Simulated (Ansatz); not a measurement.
# B2NH2OF (SMILES OB1NB1F): levels of theory compared

We compute a comparison of 6 runs (HF/3-21G, B3LYP/6-31G*, BLYP/def2-SVP, HSE06/def2-SVP, PBE-QIDH/def2-SVP, wB97X/def2-SVP) of B2NH2OF. 

Program for the calculation: Ansatz 0.2.0.

127 further runs of the same task are left out: 127 set aside as unsound or not needed.

### 1 The system as given

B2NH2OF: 7 atoms, total charge 0, spin state singlet. As SMILES, `OB1NB1F`. The O1–H6 distance was set to 2.110 Å, away from the relaxed value. At this shape a bond of the SMILES string is far longer than usual.

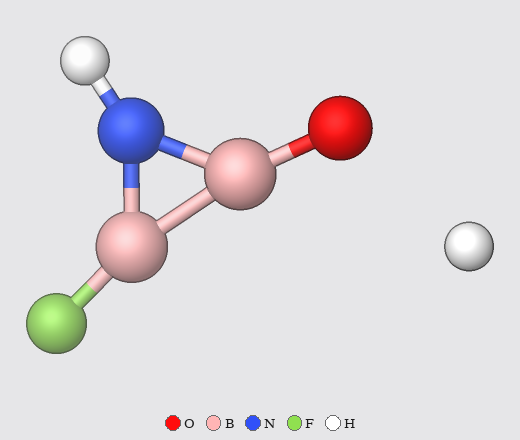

Viewed from a chosen angle; oxygen red, boron pink, nitrogen blue, fluorine green, hydrogen white.

### 2 A single-point energy at HF/3-21G (run 1)

File run.yaml:

```yaml
crystal:
  periodic: [false, false, false]
  atoms:
    - {symbol: O, position_ang: [-0.613464, -0.764154, 1.325740]}
    - {symbol: B, position_ang: [0.284236, -0.790354, 0.321840]}
    - {symbol: N, position_ang: [1.295436, -1.708754, -0.077160]}
    - {symbol: B, position_ang: [1.250236, -0.600854, -0.936460]}
    - {symbol: F, position_ang: [1.913236, -0.216454, -2.007660]}
    - {symbol: H, position_ang: [-1.829400, 0.960200, 1.293400]}
    - {symbol: H, position_ang: [1.740436, -2.590954, 0.140540]}
basis:
  gaussian:
    orbitals: 3-21G.json
hamiltonian:
  xc: hf
accuracy: high
output:
  orbitals: {seedname: orbitals}
```

The basis set 3-21G is read from a file made from the Basis Set Exchange's data (not shown).

On the command line:

```console
ansatz run run.yaml --threads 1 --pin off --max-ram 3480MiB --events-out events.jsonl --progress --plain --runs-dir runs
```

Standard output:

```text
Warning: RAYON_NUM_THREADS=1 ignored (pool sized by the plan → 1); use --threads N
Functional definition: HF
  name "HF"
  exchange = exact_x
  correlation = 0
1097 factors; integrals over basis functions are off by at most 6.3e-9 eV
mean field evaluation 1: about -7548.4872 eV, gradient 4.6e1 eV
mean field evaluation 2: about -7548.7935 eV, gradient 4.6e1 eV
mean field evaluation 4: about -7555.0268 eV, gradient 6.6e0 eV
mean field evaluation 8: about -7555.2649 eV, gradient 1.3e0 eV
mean field evaluation 16: about -7555.2733 eV, gradient 1.9e-8 eV
mean field evaluation 32: about -7547.6004 eV, gradient 3.8e0 eV
mean field -7555.27330194 eV, -277.6511726983 hartree, gradient 1.7e-8 eV, S^2 0.000000; 0 other end points of the search recorded, 0 dependent functions left out
reference -7555.27330194 eV, -277.6511726983 hartree; 18, 18 occupied and 31, 31 virtual orbitals, 1097 factors
Total energy: -7555.27330194 eV, -277.6511726983 hartree
```

Run time: 0.57 s. Hardware: 1 thread of Arm Neoverse V2, shared host; peak memory 0.098 GiB.

### 3 The energy at B3LYP/6-31G(d) (Cartesian functions) (run 2)

File job.yaml:

```yaml
crystal:
  periodic: [false, false, false]
  atoms:
    - {symbol: O, position_ang: [-0.613464, -0.764154, 1.325740]}
    - {symbol: B, position_ang: [0.284236, -0.790354, 0.321840]}
    - {symbol: N, position_ang: [1.295436, -1.708754, -0.077160]}
    - {symbol: B, position_ang: [1.250236, -0.600854, -0.936460]}
    - {symbol: F, position_ang: [1.913236, -0.216454, -2.007660]}
    - {symbol: H, position_ang: [-1.829400, 0.960200, 1.293400]}
    - {symbol: H, position_ang: [1.740436, -2.590954, 0.140540]}
basis:
  gaussian: {orbitals: "6-31G*"}
hamiltonian: {xc: {name: B3LYP}}
accuracy: high
output: {orbitals: {seedname: orbitals}}
```

On the command line:

```console
ansatz run job.yaml --threads 1 --pin off --max-ram 3480MiB --events-out events.jsonl --progress --plain --runs-dir runs
```

Standard output:

```text
Warning: RAYON_NUM_THREADS=1 ignored (pool sized by the plan → 1); use --threads N
Functional definition: B3LYP
  name "B3LYP"
  parameter a0 = 0.2
  parameter ax = 0.72
  parameter ac = 0.81
  exchange = (1 - a0 - ax)*slater_x + ax*b88_x + a0*exact_x
  correlation = (1 - ac)*vwn_rpa_c + ac*lyp_c
1670 factors; integrals over basis functions are off by at most 3.5e-9 eV
mean field evaluation 1: about -7622.8904 eV, gradient 7.5e1 eV
mean field evaluation 2: about -7582.5907 eV, gradient 1.4e2 eV
mean field evaluation 4: about -7633.8762 eV, gradient 1.9e1 eV
mean field evaluation 8: about -7636.8786 eV, gradient 3.9e0 eV
mean field evaluation 16: about -7637.0177 eV, gradient 2.4e-2 eV
mean field -7637.01773666 eV, -280.6552252657 hartree, gradient 3.9e-8 eV, S^2 0.000000; 0 other end points of the search recorded, 0 dependent functions left out
reference -7637.01777101 eV, -280.6552265280 hartree; 18, 18 occupied and 61, 61 virtual orbitals, 1670 factors
Total energy: -7637.01777101 eV, -280.6552265280 hartree
```

It took 5.7 s on 1 thread of Arm Neoverse V2, shared host; peak memory 0.22 GiB.

Runs 3 to 5 aren't shown in full; the table further down has their settings and results.

### 4 The energy at wB97X/def2-SVP (run 6)

Changes to job.yaml since step 3:

```diff
@@ -11,4 +11,7 @@
 basis:
-  gaussian: {orbitals: "6-31G*"}
-hamiltonian: {xc: {name: B3LYP}}
+  gaussian:
+    orbitals: def2-SVP
+total_charge: 0
+hamiltonian:
+  xc: {name: wB97X}
 accuracy: high
```

On the command line:

```console
ansatz run job.yaml --threads 1 --pin off --max-ram 3480MiB --events-out events.jsonl --progress --plain --runs-dir runs
```

Standard output (excerpt; [...] marks lines left out):

```text
Warning: RAYON_NUM_THREADS=1 ignored (pool sized by the plan → 1); use --threads N
Functional definition: wB97X
  name "wB97X"
[...]
      + exact_x_lr(omega)
[...]
      + integral(e_c_pw_opposite_spin*poly(b97_u_opposite, 1, cos1, cos2, cos3, cos4))
1773 factors; integrals over basis functions are off by at most 3.4e-9 eV
330 factors; integrals over basis functions are off by at most 1.7e-9 eV
[...]
mean field -7628.86026030 eV, -280.3554435388 hartree, gradient 3.3e-8 eV, S^2 0.000000; 0 other end points of the search recorded, 0 dependent functions left out
reference -7628.86025738 eV, -280.3554434315 hartree; 18, 18 occupied and 62, 62 virtual orbitals, 1773 factors
Total energy: -7628.86025738 eV, -280.3554434315 hartree
```

It took 20 s on 1 thread of Arm Neoverse V2, shared host; peak memory 0.4 GiB.

### 5 All runs side by side

```csv
run,level,Cartesian functions,frozen core orbitals,energy (Eh),HOMO energy (eV),LUMO energy (eV),HOMO–LUMO gap (eV),wall time
1,HF/3-21G,no,–,-277.651173,-9.52,-1.45,8.08,0.57 s
2,B3LYP/6-31G* (Cartesian functions),yes,–,-280.655227,-6.88,-4.77,2.12,5.7 s
3,BLYP/def2-SVP,no,–,-280.414359,-6.08,-5.22,0.86,4.8 s
4,HSE06/def2-SVP,no,–,-280.122626,-6.83,-5.17,1.66,6.9 s
5,PBE-QIDH/def2-SVP,no,5,-280.013885,-8.84,-3.42,5.42,9.6 s
6,wB97X/def2-SVP,no,–,-280.355443,-9.28,-3.00,6.28,20 s
```

### 6 Results

```
            quantity          value
 run 6: total energy  -280.35544 Eh
  run 6: HOMO energy       -9.28 eV
  run 6: LUMO energy       -3.00 eV
run 6: HOMO–LUMO gap        6.28 eV
```

What this shows: The HOMO–LUMO gap runs from 0.86 eV (BLYP/def2-SVP) to 8.08 eV (HF/3-21G). The two ends differ in method and basis. Totals of different functionals can't be ranked against each other. In run 5 the log says that unrestricted orbitals would lower the reference, so the values rest on an unstable closed-shell determinant (other closed-shell runs at this shape may share the fault). All runs together took 48 s, the longest 20 s.
